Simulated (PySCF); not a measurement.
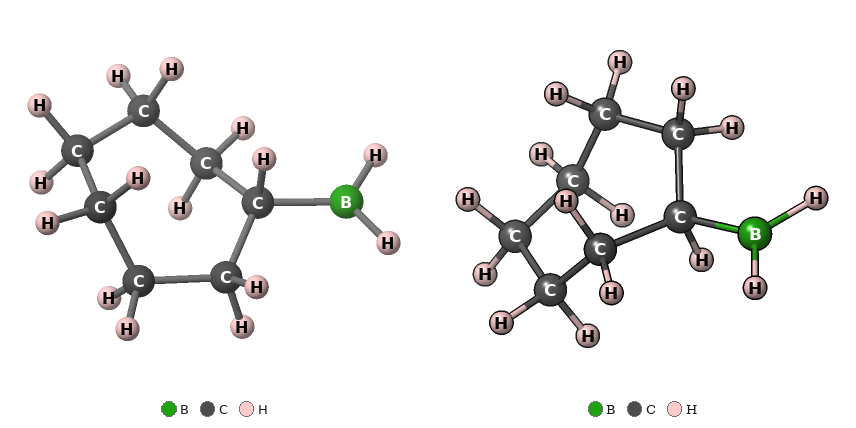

The same structure drawn twice, from different directions.

The computed structure is the end point of a PBE0-D3(BJ)/def2-SVP optimisation. No frequency run is at hand to confirm it as a minimum.

Identify the structure.

Formula C7H15B. SMILES: `BC1CCCCCC1`. Independent rings (smallest set): 1 of 7 members. Among its groups: B–H bond. Coordination, clear cases only: 1 B trigonal planar; 6 C tetrahedral.

More results for the same structure follow; atom numbers are the same in all pictures, views and colours differ.

Geometry

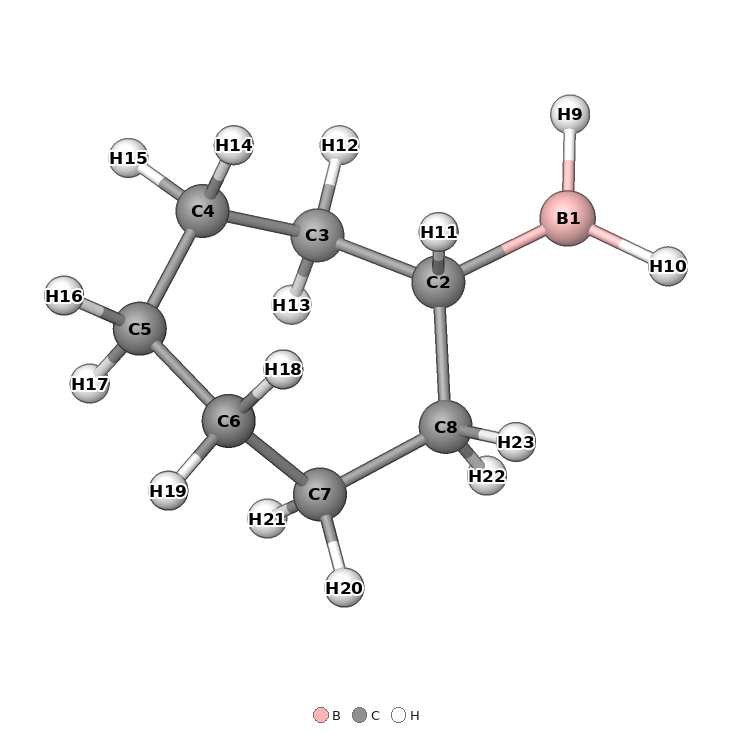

Atoms carry their numbers in the input. No frequency run is at hand to confirm it as a minimum.

Give the bond lengths. Leave out bonds to hydrogen.

| bond | length (Å) | order |
| --- | --- | --- |
| B1–C2 | 1.548 | single |
| C2–C3 | 1.534 | single |
| C2–C8 | 1.536 | single |
| C3–C4 | 1.528 | single |
| C4–C5 | 1.525 | single |
| C5–C6 | 1.528 | single |
| C6–C7 | 1.529 | single |
| C7–C8 | 1.530 | single |

Electronic properties

No frequency run is at hand to confirm it as a minimum. Properties computed with ωB97X-D/def2-SVPD, gas phase (PySCF 2.14.0). Excitations: vertical, linear response.

Computed properties:

- dipole moment: 0.84 D
- HOMO energy (Kohn–Sham orbital): −9.90 eV
- LUMO energy (Kohn–Sham orbital): 0.85 eV
- HOMO–LUMO gap: 10.76 eV
- mean static polarisability: 94.9 bohr³
- lowest vertical singlet excitation: 5.69 eV
- its oscillator strength: 0.007
- brightest of the 10 lowest singlets: 7.38 eV
- its oscillator strength: 0.04

Core levels

No frequency run is at hand to confirm it as a minimum. Properties computed with delta-SCF UKS SCAN, pcX-2 on the ionised atom, pcseg-1 elsewhere, spin-free X2C (PySCF 2.14.0).

Give the core-electron binding energies (to vacuum) of B1 1s, C2 1s, C3 1s, C4 1s, C5 1s.

```tsv
atom	level	binding energy (eV)
B1	1s	195.6
C2	1s	290.0
C3	1s	290.3
C4	1s	290.3
C5	1s	290.3
```

Ring current

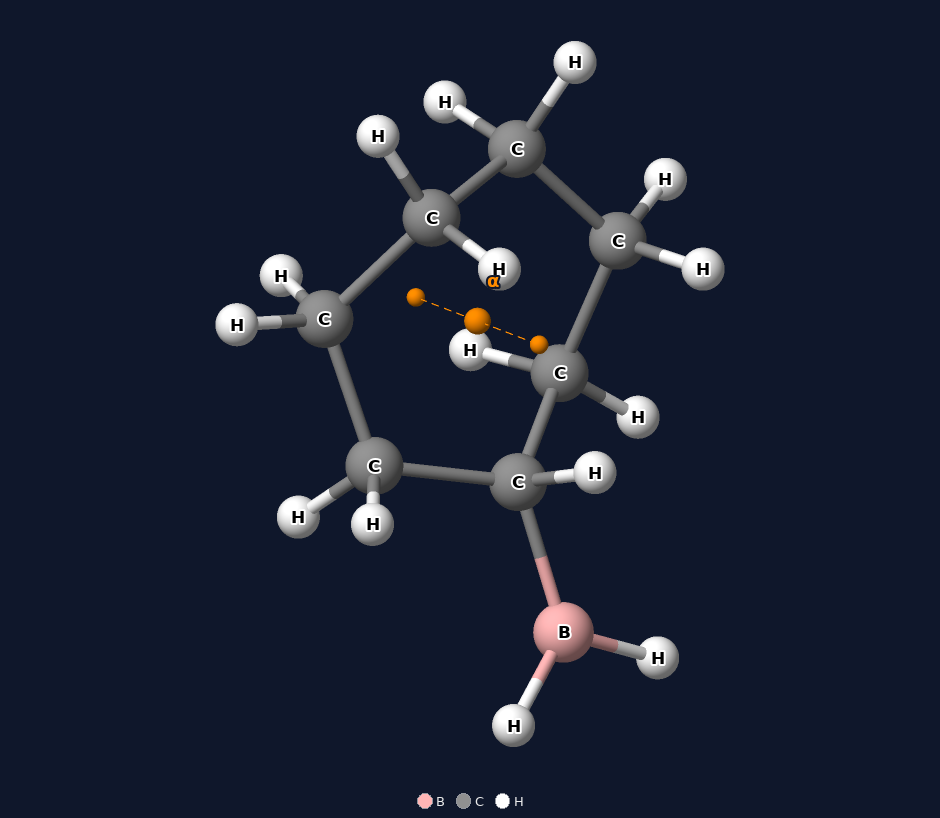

The small points mark where nucleus-independent chemical shifts (NICS) were computed: at the centre of each lettered ring and 1 Å above and below it. No frequency run is at hand to confirm it as a minimum. Properties computed with GIAO ωB97X-D/pcSseg-1 NMR shielding, non-relativistic, gas phase (PySCF 2.14.0).

Give NICS(0), NICS(1) and the out-of-plane component NICS(1)zz for each ring (means of the two sides).

| ring | members | NICS(0) | NICS(1) | NICS(1)zz |
| --- | --- | --- | --- | --- |
| α | C7 | −2.0 | −2.1 | 3.5 |

Values in ppm.

What do the values say about the ring currents?

Ring α: weak, as in a non-aromatic ring. NICS is one index among several.
